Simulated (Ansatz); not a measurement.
The figure comes from a scan of Li (fcc, Cu type): a phonon pattern at X = (0.5, 0.5, 0.0) is frozen into a 2-atom cell, Q being the largest atomic displacement. All values below come from LDA (plane waves to 420 eV, PAW, scalar-relativistic; Ansatz, a first-principles code). k mesh 19×19×19 (Γ-centred), Fermi-Dirac smearing 0.05 eV. The energy includes the smearing's −TS. With partly filled bands, energies and forces of such displacements shift with the k mesh and the smearing. Li was relaxed with its symmetry unable to fall. This is one of several known forms of Li; the measured ambient cells at hand have space group No. 229. The zero of ΔE is the undisplaced structure.

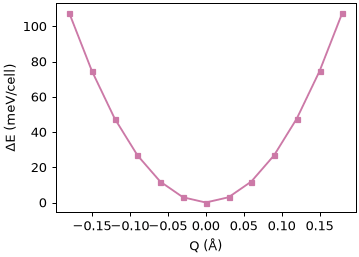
Figure. ΔE (meV/cell) against Q (Å); one marker a computed point.

List the plotted points as numbers.

To the nearest 2:

```tsv
Q (Å)	ΔE (meV/cell)
-0.180	108
-0.150	74
-0.120	48
-0.090	26
-0.060	12
-0.030	2
0.000	0
0.030	2
0.060	12
0.090	26
0.120	48
0.150	74
0.180	108
```

(A displaced cell: forces are minus the slopes of the energy, force constants its curvatures, and phonons follow from these.)
